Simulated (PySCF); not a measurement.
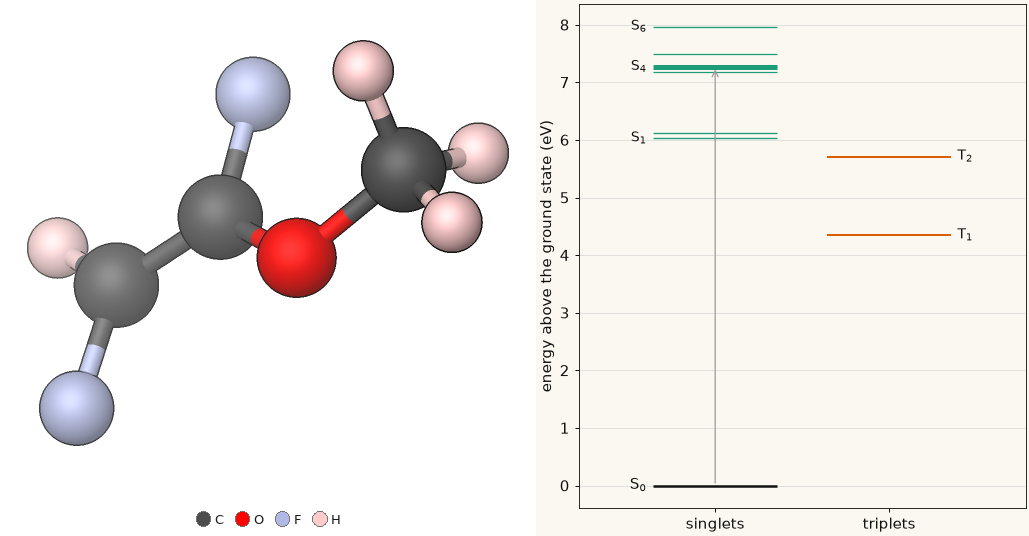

State diagram of C₃H₄F₂O, SMILES CO/C(F)=C\F. Vertical TDDFT excitations, PBE0/def2-SVPD, PySCF 2.14.0, at a GFN2-xTB geometry (no frequency check), gas phase. Triplets in the Tamm-Dancoff approximation; only the lowest 6 singlets and 2 triplets were computed. Thicker singlet lines are brighter; the arrow marks the brightest.

Question: How many of the triplet levels drawn lie below S1?

Answer: 2 of 2 (T1 4.34 eV, T2 5.71 eV; S1 6.03 eV).

Question: What is the vertical gap between S1 and T1?

Answer: 1.69 eV: S1 at 6.03 eV, T1 at 4.34 eV.

Question: What character does the calculation give T1?

Answer: Mainly HOMO → LUMO+1 (96 %).

Note: states above the negative HOMO energy depend on the basis; the tight-binding geometry is rougher than a DFT one and adds to the error; one conformer of a flexible molecule; core orbitals are frozen in the response.
